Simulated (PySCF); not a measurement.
Bond stretch in SiH (cation, charge +1), singlet.

- RKS-CAM-B3LYP = restricted CAM-B3LYP/6-31G run with PySCF
- RCCSD = CCSD on RHF/6-31G, 5 core orbitals frozen (PySCF)
- UHF/6-31G (PySCF)

Energies are in eV, each relative to the lowest point of its own curve near equilibrium.

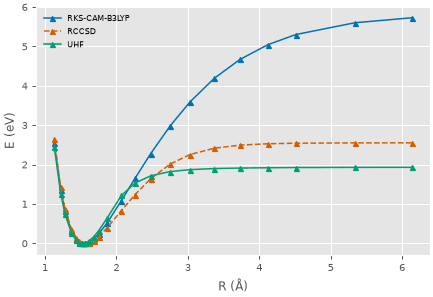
Figure. Energy against bond length for each method.

| R / Å | RKS-CAM-B3LYP | RCCSD | UHF |
|---|---|---|---|
| 1.13 | 2.546 | 2.642 | 2.448 |
| 1.22 | 1.350 | 1.426 | 1.264 |
| 1.28 | 0.819 | 0.882 | 0.745 |
| 1.37 | 0.315 | 0.359 | 0.262 |
| 1.44 | 0.104 | 0.134 | 0.072 |
| 1.48 | 0.039 | 0.059 | 0.020 |
| 1.52 | 0.006 | 0.016 | 0.000 |
| 1.56 | 0.000 | 0.000 | 0.009 |
| 1.61 | 0.025 | 0.011 | 0.052 |
| 1.68 | 0.109 | 0.071 | 0.162 |
| 1.75 | 0.236 | 0.170 | 0.315 |
| 1.87 | 0.518 | 0.395 | 0.642 |
| 2.07 | 1.083 | 0.831 | 1.215 |
| 2.26 | 1.648 | 1.236 | 1.529 |
| 2.48 | 2.278 | 1.639 | 1.715 |
| 2.75 | 2.975 | 2.008 | 1.821 |
| 3.03 | 3.590 | 2.254 | 1.871 |
| 3.37 | 4.189 | 2.415 | 1.899 |
| 3.73 | 4.669 | 2.493 | 1.912 |
| 4.12 | 5.043 | 2.528 | 1.919 |
| 4.51 | 5.300 | 2.542 | 1.924 |
| 5.34 | 5.601 | 2.551 | 1.929 |
| 6.14 | 5.727 | 2.552 | 1.929 |

At the longest distance, 6.14 Å, RKS-CAM-B3LYP lies highest above its minimum (5.727 eV) and UHF lowest (1.929 eV).

At the longest distance RKS-CAM-B3LYP leaves fractional charges on the fragments, a sign of delocalisation error or of the restricted form. The restricted form behind RKS-CAM-B3LYP keeps the bonding electrons paired and can't separate into open-shell fragments. The T1 diagnostic of CCSD on the restricted reference of RCCSD exceeds 0.045 at 3.03 to 6.14 Å. The unrestricted determinant behind UHF is spin-contaminated at 1.13 to 1.28, 2.07 to 6.14 Å (<S²> up to 1.0, against 0.00 for a pure singlet).
